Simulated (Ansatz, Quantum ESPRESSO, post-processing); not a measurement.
# The work function of Na(110), 5 layers, level by level, part 2 of 2

Wanted: work functions and the surface dipole of Na(110), 5 layers at several levels, with their cost.

Quantum ESPRESSO 7.5; plane-wave DFT, PBE, GBRV ultrasoft pseudopotentials; geometry and cross-check by Ansatz 0.2.0 with PAW datasets.

So far. Step 10 (Potential by pp.x): The upper face goes from 2.803 eV (PBE, GBRV) to 2.825 eV, a change of +0.022 eV. Step 12 (Electrostatic potential): The upper face goes from 2.803 eV (PBE, GBRV) to 2.805 eV, a change of +0.002 eV.

### 13. Self-consistent run: PBE, SSSP efficiency

Level of this step: plane-wave DFT, PBE, SSSP efficiency pseudopotentials (Quantum ESPRESSO 7.5).

Contents of sssp-pbe.in:

```
&control
  prefix = 'sssp-pbe'
  outdir = './out'
  pseudo_dir = './pseudo'
  calculation = 'scf'
  tprnfor = .true.
/
&system
  ibrav = 0
  nat = 5
  ntyp = 1
  ecutwfc = 45
  ecutrho = 360
  occupations = 'smearing'
  smearing = 'mv'
  degauss = 0.02
/
&electrons
  conv_thr = 1e-07
  mixing_beta = 0.4
  electron_maxstep = 120
  mixing_mode = 'local-TF'
/
ATOMIC_SPECIES
  Na  22.9898  na_pbe_v1.5.uspp.F.UPF
CELL_PARAMETERS angstrom
  2.99106168440000 -2.11500000000000 0.00000000000000
  2.99106168440000 2.11500000000000 0.00000000000000
  0.00000000000000 0.00000000000000 27.96424673770000
ATOMIC_POSITIONS crystal
  Na  0.000000000000 0.000000000000 0.291095657218
  Na  0.500000000000 0.500000000000 0.395428795596
  Na  0.000000000000 0.000000000000 0.500000000000
  Na  0.500000000000 0.500000000000 0.604571219207
  Na  0.000000000000 0.000000000000 0.708904366260
K_POINTS automatic
  8 8 1 0 0 0
```

Command:

```bash
$ OMP_NUM_THREADS=1 mpirun -n 4 pw.x -nk 4 -in sssp-pbe.in > sssp-pbe.out
```

Elapsed: 53 s, on 4 MPI ranks of Arm Neoverse V2, shared host; peak memory 1.1 GiB.

This step gave:

```
free energy  : -6485.8786 eV
Fermi energy : -0.4266 eV
```

### 14. Electrostatic potential

Contents of sssp-pbe.pot.in:

```
&inputpp
  prefix = 'sssp-pbe'
  outdir = './out'
  filplot = 'sssp-pbe.pot.dat'
  plot_num = 11
/
```

Command:

```bash
$ OMP_NUM_THREADS=1 mpirun -n 4 pp.x -in sssp-pbe.pot.in > sssp-pbe.pot.out
```

It took 1.1 s on 4 MPI ranks; peak memory 0.17 GiB; 4 s of CPU time.

Read from the output:

| Item | Value |
| --- | --- |
| work function of the upper face | 2.802 eV |
| slope of the potential above | 0.001904 eV/Å |
| upper vacuum line continued to the top atoms, over the Fermi level | 2.792 eV |
| work function of the lower face | 2.802 eV |
| slope of the potential below | -0.001301 eV/Å |
| lower vacuum line continued to the bottom atoms, over the Fermi level | 2.795 eV |

The upper face goes from 2.803 eV (PBE, GBRV) to 2.802 eV, a change of -0.001 eV; the files are those of the first run, so only the cutoffs change.

### 15. All levels side by side

All levels:

```csv
level,upper face (eV),lower face (eV),dipole (e Å),CPU time (s)
"QE PBE GBRV, periodic",2.803,2.803,-,172
"QE PBE GBRV, ESM bc1",2.802,2.802,-,256.6
"QE PBEsol PseudoDojo norm-conserving, periodic",2.825,2.825,-,382.1
"QE Wu-Cohen GBRV ultrasoft, periodic",2.805,2.805,-,176.8
"QE PBE SSSP efficiency, periodic",2.802,2.802,-,211.7
"Ansatz PBE PAW, sawtooth (time of the whole relaxation)",2.83,2.83,1.18e-5,44.88
```

The times are CPU seconds on a shared host; the codes use unlike cutoffs, datasets and smearings, so their times compare unlike work.

### 16. SCF with pw.x, with ecutwfc = 26, ecutrho = 208 and K_POINTS = [11, 11, 1]

How much does a setting matter? One run is repeated with a change.

Level of this step: plane-wave DFT, PBE, GBRV ultrasoft pseudopotentials (Quantum ESPRESSO 7.5).

Contents of scf.w0.in:

```
&control
  prefix = 'scf.w0'
  outdir = './out'
  pseudo_dir = './pseudo'
  calculation = 'scf'
  tprnfor = .true.
/
&system
  ibrav = 0
  nat = 5
  ntyp = 1
  ecutwfc = 26
  ecutrho = 208
  occupations = 'smearing'
  smearing = 'mv'
  degauss = 0.02
/
&electrons
  conv_thr = 1e-07
  mixing_beta = 0.4
  electron_maxstep = 120
  mixing_mode = 'local-TF'
/
ATOMIC_SPECIES
  Na  22.9898  na_pbe_v1.5.uspp.F.UPF
CELL_PARAMETERS angstrom
  2.99106168440000 -2.11500000000000 0.00000000000000
  2.99106168440000 2.11500000000000 0.00000000000000
  0.00000000000000 0.00000000000000 27.96424673770000
ATOMIC_POSITIONS crystal
  Na  0.000000000000 0.000000000000 0.291095657218
  Na  0.500000000000 0.500000000000 0.395428795596
  Na  0.000000000000 0.000000000000 0.500000000000
  Na  0.500000000000 0.500000000000 0.604571219207
  Na  0.000000000000 0.000000000000 0.708904366260
K_POINTS automatic
  11 11 1 0 0 0
```

Command:

```bash
$ OMP_NUM_THREADS=1 mpirun -n 4 pw.x -nk 4 -in scf.w0.in > scf.w0.out
```

Wall time 32 s (4 MPI ranks); peak memory 0.49 GiB; 2.1 min of CPU time.

The changed values were drawn from a wide range, not chosen for quality; the comparison shows what they did here together.

Beside the run it was changed from:

```csv
quantity,this run,unchanged run,difference
free energy (eV),-6482.995,-6485.873,2.9
wall time (s),32,42,
SCF iterations,12,13,
```

The free energy moves by +5.8e+02 meV an atom.

### 17. Electrostatic potential

The same post-processing, on the changed run.

Contents of scf.w0.pot.in:

```
&inputpp
  prefix = 'scf.w0'
  outdir = './out'
  filplot = 'scf.w0.pot.dat'
  plot_num = 11
/
```

Command:

```bash
$ OMP_NUM_THREADS=1 mpirun -n 4 pp.x -in scf.w0.pot.in > scf.w0.pot.out
```

Elapsed: 0.81 s, on 4 MPI ranks; peak memory 0.14 GiB.

Beside the run it was changed from:

```csv
quantity,this run,unchanged run,difference
work function of the upper face (eV),2.807,2.803,0.0038
work function of the lower face (eV),2.807,2.803,0.0040
"upper vacuum line continued to the top atoms, over the Fermi level (eV)",2.792,2.792,1.5e-4
"lower vacuum line continued to the bottom atoms, over the Fermi level (eV)",2.795,2.795,-3.1e-4
wall time (s),0.81,0.82,
```

Levels move by up to 4 meV, which is small.

### 18. The arithmetic

In the first self-consistent run, on its own zero, the Fermi level is -0.426 eV and the upper vacuum level 2.376 eV: φ = 2.376 − (-0.426) = 2.802 eV.

### 19. What came out

| Property | Result |
| --- | --- |
| work function of the upper face, PBE, GBRV | 2.80 eV |
| work function of the lower face, PBE, GBRV | 2.80 eV |
| upper face by ESM | 2.80 eV |
| upper face by Ansatz | 2.83 eV |

At the first level (PBE, GBRV ultrasoft) the work function comes to 2.80 eV on both faces. ESM differs from the periodic treatment by -1 meV on the upper face and -1 meV on the lower. Over the levels tried the upper face spans 2.80 eV (QE PBE GBRV, ESM bc1) to 2.83 eV (Ansatz PBE PAW, sawtooth). Quantum ESPRESSO and Ansatz give 2.80 and 2.83 eV for the upper face, which agree. Ansatz ran with Fermi-Dirac smearing of 0.1 eV against cold smearing of 0.02 Ry, which alone can move a level by some tens of meV. With 8×8 points and so few layers the values hold to some 0.05 to 0.1 eV. The slab is cut at a tabulated measured bulk lattice constant, given to two decimals, at low temperature.

Computed beside measured:

| quantity | measured | QE PBE GBRV | QE PBE GBRV, ESM bc1 | QE PBEsol PseudoDojo | QE Wu-Cohen GBRV | QE PBE SSSP efficiency | Ansatz PBE PAW |
| --- | --- | --- | --- | --- | --- | --- | --- |
| work function, loosely compared (polycrystalline sample, no single face) (eV) | 2.75 | 2.80 (+0.05 eV) | 2.80 (+0.05 eV) | 2.82 (+0.07 eV) | 2.80 (+0.05 eV) | 2.80 (+0.05 eV) | 2.83 (+0.08 eV) |

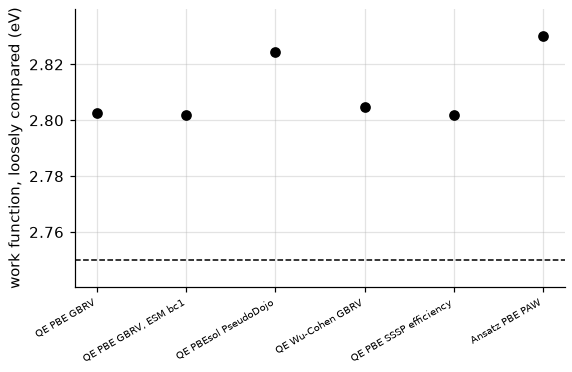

The work function, loosely compared by level; the dashed line is the measured value.

Measured values from arxiv:1902.07811 (2019).

How well it matches: For the work function, set beside that of the polycrystal,, of the levels listed nearest comes QE PBE GBRV, ESM bc1 (+0.05 eV) and farthest Ansatz PBE PAW (+0.08 eV). A polycrystal averages over faces, so this is a loose comparison.

[Logs are printed without paths, hosts, clocks, repeated set-up lines and the standing remarks that a program may print on its own settings, such as how far it seeks lower states.]

[Hosts, paths, dates, database ids (printed as entryN), source tags and the programs' standing remarks are cut or masked in the printed files.]

[Maps of the electrostatic potential energy from Ansatz leave out the sawtooth potential of an applied field or a dipole correction, so their vacuum need not be flat; planar profiles and work functions include it.]
